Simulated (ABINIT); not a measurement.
# AlN (F-43m): G0W0 with ABINIT, start to end, part 3 of 3

Wanted: ground state, empty states, screening and self-energy for AlN (F-43m).

ABINIT 10.8.3; LDA and many-body steps on it, plane waves. Known limits of the many-body steps: not at the basis limit.

So far. Step 4 (Empty states on the mesh, 6×6×6 mesh, 90 bands): On this mesh the gap is 3.259 eV. Step 5 (Screening, 6×6×6 mesh, 82 bands, screening to 264 eV): Local fields lower ε∞ by 9 %.

## Step 6: Self-energy, 6×6×6 mesh, 82 bands, screening to 264 eV

The self-energy is evaluated for the states that the input lists, and the levels follow from it, in one-shot runs by the linearised quasiparticle equation.

This step: G0W0 on LDA, plane waves, norm-conserving pseudopotentials.

Contents of run.abi:

```
acell 3*1.0 Angstrom
rprim 
  -0.000000000000 2.183993559600 2.183993559600
  2.183993559600 -0.000000000000 2.183993559600
  2.183993559600 2.183993559600 -0.000000000000
ntypat 2
znucl 13 7
natom 2
typat 1 2
xred 
  0.000000000000 0.000000000000 0.000000000000
  0.750000000000 0.750000000000 0.750000000000
pp_dirpath "pseudos"
pseudos "Al.upf, N.upf"
ecut 36
ngkpt 6 6 6
nshiftk 1
shiftk 0 0 0
kptopt 1
chksymbreak 0
istwfk *1
occopt 1
irdwfk 1
optdriver 4
nband 82
gwcalctyp 0
ecutsigx 36
symsigma 1
nkptgw 3
kptgw 
  0.0000000000 0.0000000000 0.0000000000
  0.5000000000 0.5000000000 0.0000000000
  0.5000000000 0.0000000000 0.0000000000
bdgw 
  2 8
  3 6
  3 6
ecuteps 9.7
irdscr 1
ppmodel 1
indata_prefix "in"
outdata_prefix "out"
tmpdata_prefix "tmp"
```

Started as:

```console
$ OMP_NUM_THREADS=1 mpirun -n 8 abinit run.abi > log
```

Numbers of over 12 decimals in the logs are rounded to 6 here.

Log:

```text
.Version 10.8.3 of ABINIT. v10.8.2 released Aug 2026.

 Symmetries : space group F-4 3 m (#216); Bravais cF (face-center cubic)
[... echo of the input left out ...]
== DATASET  1 ==================================================================
-   mpi_nproc: 8, omp_nthreads: 1 (-1 if OMP is not activated)

--- !DatasetInfo
iteration_state: {dtset: 1, }
dimensions: {natom: 2, nkpt: 16, mband: 82, nsppol: 1, nspinor: 1, nspden: 1, mpw: 1464, }
cutoff_energies: {ecut:  36.0, pawecutdg:  -1.0, }
electrons: {nelect:   8.00000000E+00, charge:   0.00000000E+00, occopt:   1.00000000E+00, tsmear:   1.00000000E-02, }

 SIGMA: Calculation of the GW corrections

 Based on a program developped by R.W. Godby, V. Olevano, G. Onida, and L. Reining.
 Incorporated in ABINIT by V. Olevano, G.-M. Rignanese, and M. Torrent.
.Using double precision arithmetic ; gwpc =  8

[... cell and pseudopotentials left out ...]
--------------------------------------------------------------------------------

 ==== K-mesh for the wavefunctions ====
 Number of points in the irreducible wedge :    16
[... list of points left out ...]
 Together with 24 symmetry operations and time-reversal symmetry
 yields   216 points in the full Brillouin Zone.

 ==== Q-mesh for screening function ====
 Number of points in the irreducible wedge :    16
[... list of points left out ...]
 Together with 24 symmetry operations and time-reversal symmetry
 yields   216 points in the full Brillouin Zone.

 vcoul_init : cutoff-mode = AUXILIARY_FUNCTION
 q-points for optical limit:   1
     1)      0.000010    0.000020    0.000030
 setmesh: FFT mesh size selected  =    32x   32x   32
          total number of points  =        32768

 Number of electrons calculated from density =    8.0000; Expected =    8.0000
 average of density, n =  0.056900
 r_s =    1.6129
 omega_plasma =   23.0097 [eV]

 === KS Band Gaps ===
  >>>> For spin  1
   Minimum direct gap =   4.2434 [eV], located at k-point      :   0.0000  0.0000  0.0000
   Fundamental gap    =   3.2588 [eV], Top of valence bands at :   0.0000  0.0000  0.0000
                                       Bottom of conduction at :   0.5000  0.5000  0.0000
 SIGMA fundamental parameters:
 PLASMON POLE MODEL  1
 number of plane-waves for SigmaX                 1459
 number of plane-waves for SigmaC and W            181
 number of plane-waves for wavefunctions          1459
 number of bands                                    82
 number of independent spin polarizations            1
 number of spinorial components                      1
 number of k-points in IBZ                          16
 number of q-points in IBZ                          16
 number of symmetry operations                      24
 number of k-points in BZ                          216
 number of q-points in BZ                          216
 number of frequencies for dSigma/dE                 9
 frequency step for dSigma/dE [eV]                0.25
 number of omega for Sigma on real axis              0
 max omega for Sigma on real axis  [eV]           0.00
 zcut for avoiding poles [eV]                     0.10

 EPSILON^-1 parameters (SCR file):
 dimension of the eps^-1 matrix on file            181
 dimension of the eps^-1 matrix used               181
 number of plane-waves for wavefunctions          1459
 number of bands                                    82
 number of q-points in IBZ                          16
 number of frequencies                               2
 number of real frequencies                          1
 number of imag frequencies                          1

 matrix elements of self-energy operator (all in [eV])

 Perturbative Calculation

--- !SelfEnergy_ee
iteration_state: {dtset: 1, }
kpoint     : [   0.000,    0.000,    0.000, ]
spin       : 1
KS_gap     :    4.243
QP_gap     :    5.777
Delta_QP_KS:    1.534
data: !SigmaeeData |
     Band     E0 <VxcDFT>   SigX SigC(E0)      Z dSigC/dE  Sig(E)    E-E0       E
        2   5.508 -16.793 -20.942   3.015   0.784  -0.275 -17.682  -0.889   4.619
        3   5.508 -16.793 -20.942   3.015   0.784  -0.275 -17.682  -0.889   4.619
        4   5.508 -16.793 -20.942   3.015   0.784  -0.275 -17.682  -0.889   4.619
        5   9.752 -12.739  -8.149  -3.798   0.813  -0.230 -12.095   0.644  10.396
        6  17.867 -10.150  -4.112  -5.070   0.814  -0.228  -9.361   0.789  18.655
        7  17.867 -10.150  -4.112  -5.070   0.814  -0.228  -9.361   0.789  18.655
        8  17.867 -10.150  -4.112  -5.070   0.814  -0.228  -9.361   0.789  18.655

--- !SelfEnergy_ee
iteration_state: {dtset: 1, }
kpoint     : [   0.500,    0.500,    0.000, ]
spin       : 1
KS_gap     :    5.055
QP_gap     :    6.743
Delta_QP_KS:    1.688
data: !SigmaeeData |
     Band     E0 <VxcDFT>   SigX SigC(E0)      Z dSigC/dE  Sig(E)    E-E0       E
        3   3.713 -15.332 -20.084   3.312   0.780  -0.281 -16.455  -1.124   2.589
        4   3.713 -15.332 -20.084   3.312   0.780  -0.281 -16.455  -1.124   2.589
        5   8.767  -9.501  -5.059  -3.766   0.834  -0.198  -8.937   0.564   9.332
        6  13.952  -9.783  -4.419  -4.362   0.837  -0.195  -8.944   0.839  14.791

--- !SelfEnergy_ee
iteration_state: {dtset: 1, }
kpoint     : [   0.500,    0.000,    0.000, ]
spin       : 1
KS_gap     :    7.770
QP_gap     :    9.509
Delta_QP_KS:    1.739
data: !SigmaeeData |
     Band     E0 <VxcDFT>   SigX SigC(E0)      Z dSigC/dE  Sig(E)    E-E0       E
        3   5.021 -16.447 -20.801   3.127   0.783  -0.277 -17.408  -0.961   4.059
        4   5.021 -16.447 -20.801   3.127   0.783  -0.277 -17.408  -0.961   4.059
        5  12.791 -11.276  -5.944  -4.386   0.822  -0.216 -10.498   0.778  13.569
        6  15.275 -13.397  -6.822  -5.188   0.783  -0.277 -12.310   1.086  16.361

== END DATASET(S) ==============================================================
================================================================================

 -outvars: echo values of variables after computation  --------
           etotal      0.0000000000E+00
            nband          82
             nkpt          16
          spgroup         216
 [... the other variables as echoed above ...]

 Calculation completed.
```

Elapsed: 7.3 s, on 8 MPI ranks of Arm Neoverse V2, shared host; peak memory 1.2 GiB.

This step gave:

```yaml
g0w0_gap_on_the_points_computed: 4.713 eV
starting_gap_on_the_mesh: 3.259 eV
k_of_the_valence_top: 0, 0, 0
k_of_the_conduction_bottom: 0.5, 0.5, 0
z_at_the_valence_top: 0.784
z_at_the_conduction_bottom: 0.834
least_direct_g0w0_gap_on_the_computed_points: 5.777 eV
```

The gap on the mesh goes from 3.26 eV to 4.71 eV, a correction of +1.45 eV.

Limits: finite bands, cutoff and mesh. v1 is the top filled band, c1 the lowest empty one. The levels before and after the correction (eV, zero at the valence-band top of each column):

|  | conduction bottom | valence top |
| --- | --- | --- |
| Kohn-Sham | 3.26 | 0.00 |
| G0W0 | 4.71 | 0.00 |

|  | level | energy (eV) |
| --- | --- | --- |
| Kohn-Sham | Γ v3-v1 | 0.000 |
| Kohn-Sham | Γ c1 | 4.243 |
| Kohn-Sham | Γ c2-c4 | 12.358 |
| Kohn-Sham | (0.5 0.5 0) v2-v1 | -1.796 |
| Kohn-Sham | (0.5 0.5 0) c1 | 3.259 |
| Kohn-Sham | (0.5 0.5 0) c2 | 8.443 |
| G0W0 | Γ v3-v1 | 0.000 |
| G0W0 | Γ c1 | 5.777 |
| G0W0 | Γ c2-c4 | 14.036 |
| G0W0 | (0.5 0.5 0) v2-v1 | -2.030 |
| G0W0 | (0.5 0.5 0) c1 | 4.713 |
| G0W0 | (0.5 0.5 0) c2 | 10.172 |

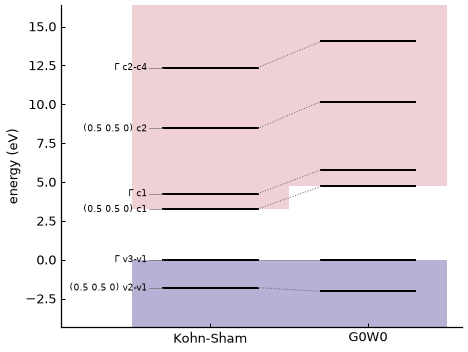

Levels before and after the correction. Shaded: valence and conduction bands.

## Step 7: Where the time went

Times are wall times on 8 MPI ranks of Arm Neoverse V2, shared host, good to a factor of about two.

| step | time | share | memory (GiB) |
| --- | --- | --- | --- |
| ground state | 2.6 s | 8 % | 0.07 |
| bands along the symmetry lines | 2.5 s | 7 % | 0.07 |
| empty states on the mesh | 6.6 s | 19 % | 1.4 |
| screening | 16 s | 45 % | 1.0 |
| self-energy | 7.3 s | 21 % | 1.2 |

## Step 8: Results

| Quantity | Value |
| --- | --- |
| LDA gap | 3.26 eV, indirect |
| G0W0 gap on the mesh | 4.71 eV |
| GW settings | 6×6×6 mesh, 82 bands, screening to 264 eV, Godby-Needs plasmon pole |
| known limits | not at the basis limit |

**Reading.** G0W0 moves the gap on the mesh from 3.26 eV to 4.71 eV (+1.45 eV), with Z of 0.78 and 0.83 at the edges. Local fields lower the RPA ε∞ on this mesh from 4.85 to 4.41. Only 3 of the mesh's irreducible points were corrected, so a valley elsewhere could overtake. The dearest step here is «screening». Bands and cutoff are finite, so the gap is not at the basis limit. The miss can reach some tenths of an eV and take either sign; the mesh is an error of its own. In the G0W0 run levels were corrected at 3 k points alone, so a gap called «on the mesh» is the least over those, and an edge elsewhere would be missed.

[Paths, hosts, dates, memory and timing lines, banners, echoed tables and standing remarks are left out of the program output.]

[Logs are printed without paths, hosts, clocks, repeated set-up lines and the standing remarks that a program may print on its own settings, such as how far it seeks lower states.]

[Runs of the session that timed out or met a known fault of the program may be left out.]

[Hosts, paths, dates, database ids (printed as entryN), source tags and the programs' standing remarks are cut or masked in the printed files.]

[G0W0 gaps are taken among the corrected bands and points alone; a level outside them can change the order at an edge.]

[Where Ansatz stands beside ABINIT at settings called matched, ABINIT's density can come from a denser mesh and the files from another edition; pairs whose starting gaps differed by over 0.03 eV were left out, so agreement reads better than it is.]
